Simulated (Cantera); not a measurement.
Input: 1 mol SiHCl₃, 11 mol H₂, equilibrated at 140 Pa.

Equilibrium computed with Cantera from the NASA thermochemical tables; the gas is ideal and each condensed phase is pure. Candidate condensed phases: Si; 19 gas species. The tables' values for SiCl₃ are old estimates; treat these amounts as uncertain. Rates play no part.

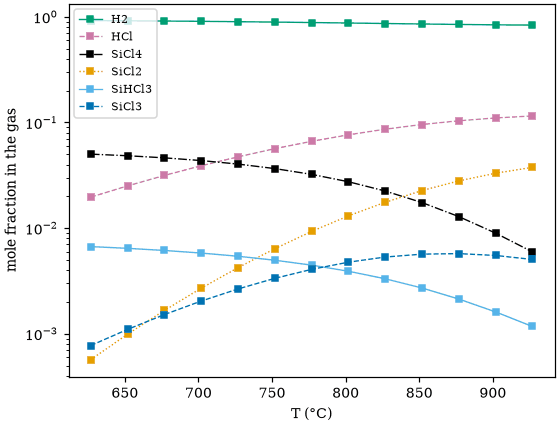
Equilibrium gas composition (values under 1e-9 drawn at 1e-9)

From 627 °C to 927 °C the condensed part is Si(s). The main Si-bearing gas is SiCl₄ at 627 °C and SiCl₂ at 927 °C. The share of Si in condensed phases is highest at 827 °C (38.4 %) and lowest at 627 °C (28.3 %).
